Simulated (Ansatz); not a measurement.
```xyz
6

Al    0.3194   -0.2961    0.8807
F     0.2991   -1.9652    0.9499
H     1.2974    0.4467   -0.0967
H    -1.3785    0.3135    0.6578
O    -0.2375    0.5615    2.3064
H    -0.8142    0.1385    2.9589
```

All numbers below come from UKS B3LYP/def2-SVP in Ansatz 0.2.0.

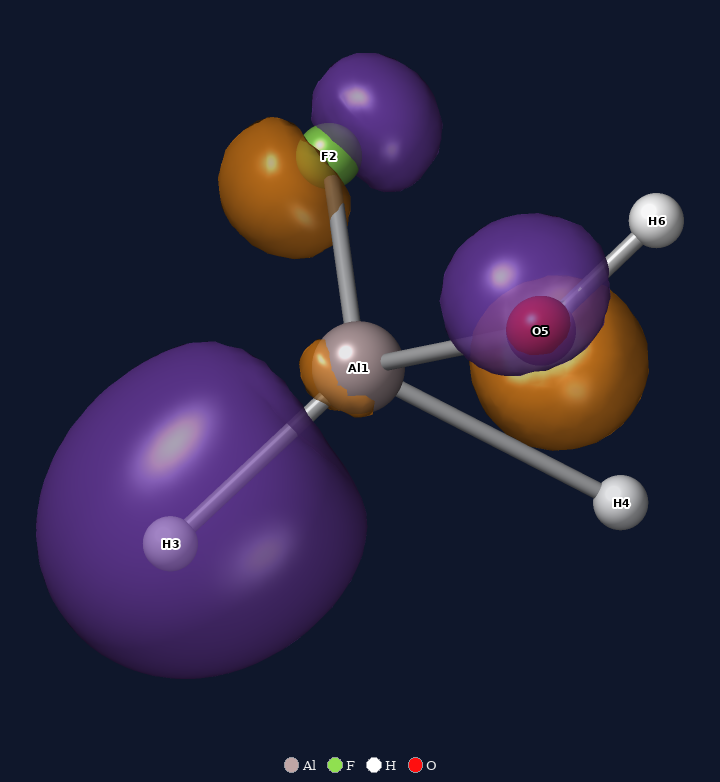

AlFH3O (doublet). The HOMO (β) at ±0.2 Å⁻³ᐟ² (orange and purple are the two phases), seen at a tilt.

> Describe this orbital and give its energy.

It lies mainly on H3 (about 40 %), Al1 (about 30 %), O5 (about 15 %) and F2 (about 10 %). Its energy is −9.08 eV.
